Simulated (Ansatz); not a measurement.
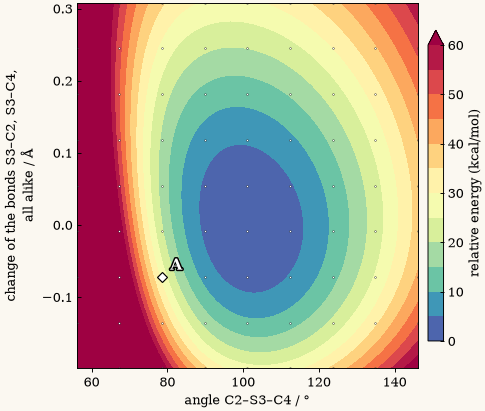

C2H9BSSi, SMILES BCSC[SiH3]. 
- First axis: angle C2–S3–C4. Second axis: change of the bonds S3–C2, S3–C4, all alike.
- Nothing is relaxed (all other coordinates rigid).
- The grid has 9 × 9 points.
- Points are written as (first, second).
- Energies: kcal/mol, counted from the relaxed molecule at the same level.
- Theory: RKS PBE0-D4/def2-SVP (Ansatz 0.2.0).

The picture shows filled contours, dots at the grid points, one colour for all values above the top of the scale, the point A. Between grid points the surface is interpolated.

Is A at rest? If not, where is it pushed?

A, at (78.6°, −0.072 Å), is not a stationary point. The computed force is 2.8 kcal/mol for each degree towards larger values of angle C2–S3–C4 and 164 kcal/mol for each Å towards larger values of the second coordinate.
